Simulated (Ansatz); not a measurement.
```xyz
6

C    -0.669    0.017   -0.847
C     0.155   -0.206    0.159
S     1.180   -0.678    1.371
H    -1.782    0.017   -0.703
H    -0.287    0.240   -1.878
H     1.403    0.609    1.898
```

Where will the first 5 clear peaks of this molecule's radial distribution curve from gas electron diffraction lie, and which pairs make them?

Answer. Peak 1, 1.33 Å: C–C 1.32 Å, S–H 1.41 Å, not resolved; in its flanks C–H 1.12 Å
Peak 2, 1.66 Å: S–C 1.66 Å
Peak 3, 2.16 Å: C···H 2.13–2.29 Å (×3), not resolved
Peak 4, 2.97 Å: S···C 2.97 Å
Peak 5, 3.67 Å: C···H 3.49 Å, S···H 3.68 Å (×2), not resolved

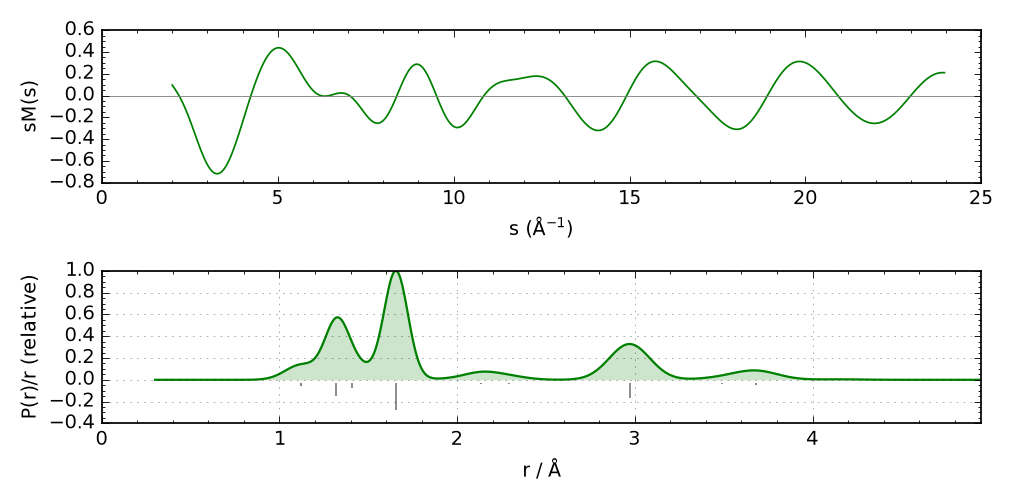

Simulated gas electron diffraction: reduced molecular intensity sM(s) from the Debye equation in the first Born approximation (top) and the radial distribution curve (bottom) of C₂H₃S (charge +1, ignored in the scattering factors). Each pair of atoms contributes with weight ZᵢZⱼ/r (bars below the curve); damping constant 0.001 Å²; vibrational amplitudes assumed, not computed: 0.05 Å for bonds, 0.078 Å for bonds to H, 0.06 + 0.015 r up to 0.15 Å for other pairs. The geometry is the end point of an optimisation (UKS BLYP-D4/STO-3G (Ansatz 0.2.0)); it may be a saddle point or a higher isomer.
